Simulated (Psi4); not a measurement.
**CH6AlNSi (SMILES [AlH2]/[N]=C\[SiH3]): an attempt with Psi4**

Wanted: energy and gradient of CH6AlNSi.

Program for the calculation: Psi4 1.11.

5 further runs of the same task are left out: 1 that didn't finish, 4 set aside as unsound or not needed.

## Step 1: Starting point

CH6AlNSi: 10 atoms, total charge 0, spin state singlet. As SMILES, `[AlH2]/[N]=C\[SiH3]`. The shape is that of a PBE0-D4/def2-TZVP optimisation.

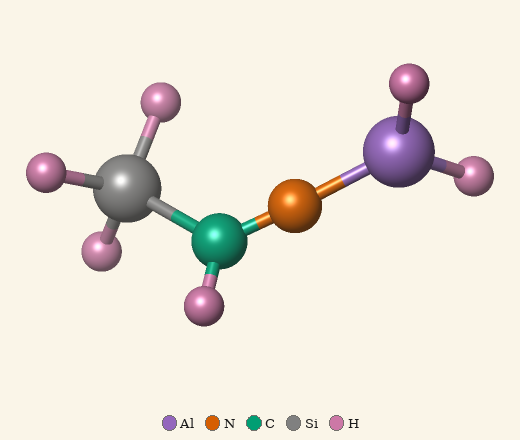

Viewed from a chosen angle; aluminium purple, nitrogen orange, carbon teal, silicon grey, hydrogen pink.

## Step 2: The run

The input, calc.py:

```python
import psi4

psi4.set_memory(1600000000)
psi4.set_num_threads(1)
psi4.core.set_output_file('run.log', False)

mol = psi4.geometry("""
0 1
Al    -0.801100     2.183500    -0.771800
N     -0.589900     0.458600    -0.561600
C     -0.390900    -0.758900    -0.367900
Si     0.911600    -1.414700     0.854900
H      0.069200     2.879500    -1.890800
H     -1.855500     2.894700     0.164500
H     -0.988000    -1.509200    -0.921900
H      0.242900    -2.252900     1.887000
H      1.886500    -2.271500     0.126600
H      1.598200    -0.260400     1.483900
units angstrom
symmetry c1
""")

psi4.set_options(dict(basis='cc-pVDZ', scf_type='df', soscf=True))

E = psi4.gradient('TPSSH', molecule=mol)
print('gradient / Eh bohr^-1')
print(E.np.round(6))
```

Started as:

```
$ python calc.py
```

run.log:

```text
gradient() will perform analytic gradient computation.

   => Loading Basis Set <=

    Name: CC-PVDZ
    Role: ORBITAL
    Keyword: BASIS

         ---------------------------------------------------------
                                   SCF
                              RKS Reference
                        1 Threads,   1525 MiB Core
         ---------------------------------------------------------

  ==> Geometry <==

    Molecular point group: c1
    Full point group: C1

    Geometry (in Angstrom), charge = 0, multiplicity = 1:

       Center              X                  Y                   Z               Mass
    ------------   -----------------  -----------------  -----------------  -----------------
         AL          -0.707987269184     1.998157468081    -0.676063853164    26.981538530000
         N           -0.496787269184     0.273257468081    -0.465863853164    14.003074004430
         C           -0.297787269184    -0.944242531919    -0.272163853164    12.000000000000
[... 6 lines of this table left out ...]
         H            1.691312730816    -0.445742531919     1.579636146836     1.007825032230

  Running in c1 symmetry.

[... 79 lines left out ...]
    Weights Tolerance      =       1.00E-15
[... 1 line left out ...]
   => Loading Basis Set <=

    Name: (CC-PVDZ AUX)
    Role: JKFIT
    Keyword: DF_BASIS_SCF

  ==> Integral Setup <==

  DFHelper Memory: AOs need 0.036 GiB; user supplied 0.036 GiB.
  SCF_SUBTYPE=INCORE selected. In-core MEM_DF algorithm will be used.
  Using in-core AOs.

  ==> MemDFJK: Density-Fitted J/K Matrices <==

    J tasked:                   Yes
    K tasked:                   Yes
    wK tasked:                   No
    Memory [MiB]:                36
    Algorithm:                 Core
    Schwarz Cutoff:           1E-12
    Mask sparsity (%):       1.4486
    Fitting Condition:        1E-10

   => Auxiliary Basis Set <=

  Basis Set: (CC-PVDZ AUX)
    Blend: CC-PVDZ-JKFIT
    Number of shells: 174
    Number of basis functions: 502
    Number of Cartesian functions: 572
    Spherical Harmonics?: true
    Max angular momentum: 3

  Cached 50.0% of DFT collocation blocks in 0.609 [GiB].

  Minimum eigenvalue in the overlap matrix is 4.7166653856E-03.
  Reciprocal condition number of the overlap matrix is 1.0288672028E-03.
    Using symmetric orthogonalization.

  ==> Pre-Iterations <==

  SCF Guess: Superposition of Atomic Densities via on-the-fly atomic UHF (no occupation information).

   -------------------------
    Irrep   Nso     Nmo
   -------------------------
     A         94      94
   -------------------------
    Total      94      94
   -------------------------

  ==> Iterations <==

                           Total Energy        Delta E     RMS |[F,P]|

   @DF-RKS iter SAD:  -627.67053792376396   -6.27671e+02   0.00000e+00
   @DF-RKS iter   1:  -628.12620234861629   -4.55664e-01   7.76908e-03 DIIS/ADIIS
   @DF-RKS iter   2:  -626.79016973580804    1.33603e+00   1.59734e-02 DIIS/ADIIS
   @DF-RKS iter   3:  -628.39108926273082   -1.60092e+00   1.68272e-03 DIIS/ADIIS
```

Standard output:

```text
Traceback (most recent call last):
  File "calc.py", line 25, in <module>
    E = psi4.gradient('TPSSH', molecule=mol)
RuntimeError:
Fatal Error: Vx: RKS does not support rotated V builds for MGGA's
```

Wall time 9.6 s (1 thread of Intel Xeon Platinum 8488C (Sapphire Rapids), shared host); peak memory 0.9 GiB.

## Step 3: Reading the log

The program stopped with an error.

The log says `Fatal Error: Vx: RKS does not support rotated V builds for MGGA's`. To mend it: soscf at its default in place of yes. The program turns down these settings as typed.
